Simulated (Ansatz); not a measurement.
## A computed series for GaS: pressure series

The reference is GaS in the beta-GaS type structure (space group P6_3/mmc, No. 194; layered, stacked along the Cartesian z axis).

```
GaS
1.0
    3.59081     0.00000     0.00000
   -1.79541     3.10973     0.00000
    0.00000     0.00000    15.44992
Ga S
4 4
Direct
  0.33333   0.66667   0.17077
  0.66667   0.33333   0.67077
  0.66667   0.33333   0.82923
  0.33333   0.66667   0.32923
  0.33333   0.66667   0.60034
  0.66667   0.33333   0.10034
  0.66667   0.33333   0.39966
  0.33333   0.66667   0.89966
```

Cell and atoms are relaxed at each pressure.

Method: Ansatz (a quantum-chemistry and plane-wave program) PBE-D3(BJ), scalar-relativistic without spin-orbit coupling, earlier PAW set.

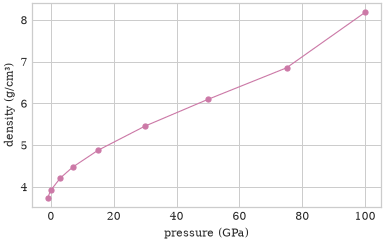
Fig. 1. Density against pressure

| pressure (GPa) | density |
|---|---|
| -1 | 3.74 g/cm³ |
| 3 | 4.21 g/cm³ |
| 7 | 4.47 g/cm³ |
| 15 | 4.88 g/cm³ |
| 30 | 5.46 g/cm³ |
| 50 | 6.10 g/cm³ |
| 75 | 6.85 g/cm³ |
| 100 | 8.18 g/cm³ |

The mesh was chosen for an insulator and is coarse for the gapless case. From pressure 100 GPa on, the axis ratios lie over 15 % from the base's, so the cell there is far from its starting form. Load acts through the strain it causes; cell and atoms are relaxed under it. Stability against distortions was not tested. Competing high-pressure phases were not computed. All final runs are without spin polarisation.
